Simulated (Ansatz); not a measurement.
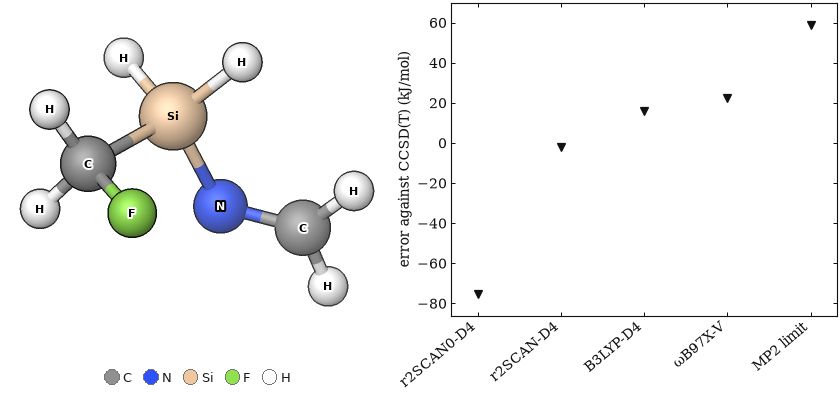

Error in the electronic atomisation energy (method less reference, so positive means overbinding) of C₂H₆FNSi, SMILES C=N[SiH2]CF: functionals in def2-TZVPP against frozen-core CCSD(T) at the limit (MP2 extrapolated from triple and quadruple zeta, plus CCSD(T) less MP2 in a smaller set), which gives 4022.4 kJ/mol, at a PBE0-D4/def2-TZVP geometry (a minimum by its frequencies), no zero-point or spin-orbit term, the Ansatz code 0.2.0. The reference leaves out core correlation, a term that grows with the number of heavy atoms. Limit means the basis limit.

What range do the values span?

From −75.3 kJ/mol (r2SCAN0-D4) to 58.9 kJ/mol (MP2 limit).

Which of these levels overbind, and which underbind?

Overbind: MP2 limit. Underbind: r2SCAN0-D4. Within 25 kJ/mol of zero, too close to call in view of what the reference leaves out: r2SCAN-D4, B3LYP-D4 and ωB97X-V.

Caveats, for all or some of the runs: one conformer of a flexible molecule.
